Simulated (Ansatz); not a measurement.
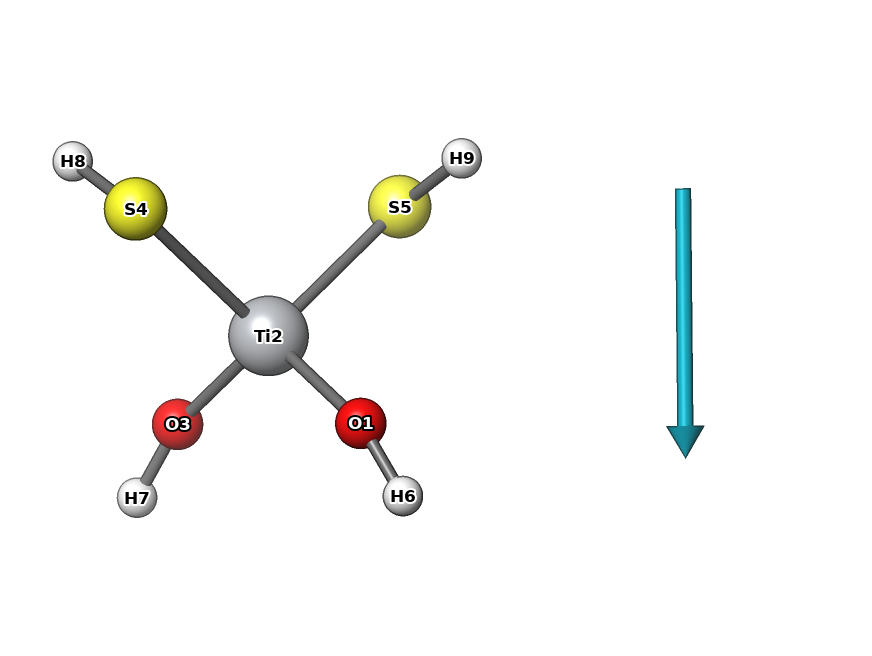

The arrow beside the molecule shows the direction of the dipole moment, from the negative to the positive end (its length means nothing). Charge 0, singlet. The computed structure is the end point of a PBE0-D4/def2-TZVP optimisation. No frequency run is at hand to confirm it as a minimum. Properties computed with RKS PBE0-D4/def2-TZVP (Ansatz 0.2.0).

> How large is the dipole moment?

3.34 D; it points from the side of H8, H9 to the side of H6, H7 (the outermost atoms at the two ends).
